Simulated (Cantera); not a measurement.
Input: 1 mol Fe₂O₃, a varied amount of H₂, at 1075 K and 3.08 Torr.

Method: chemical equilibrium by Gibbs-energy minimisation in Cantera with the NASA 1993 tables (ideal gas, pure condensed phases). Candidate condensed phases: Fe, FeO, Fe(OH)₂, Fe(OH)₃, Fe₂O₃, Fe₃O₄, H₂O; 12 gas species. Mutual solubility and eutectic melting of coexisting phases are not modelled. The tables' stoichiometric FeO is somewhat more stable than real wüstite, so its field is too wide. FeO: taken at fixed stoichiometry. Kinetics and transport are ignored.

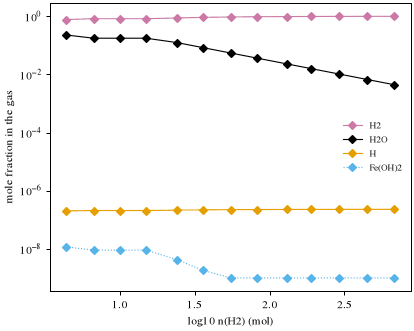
Equilibrium gas composition (values under 1e-9 drawn at 1e-9)

At 4.4 mol H₂ the condensed part is FeO(s). From 6.7 mol H₂ to 15 mol H₂ the condensed part is Fe(α) + FeO(s). From 24 mol H₂ to 680 mol H₂ the condensed part is Fe(α).
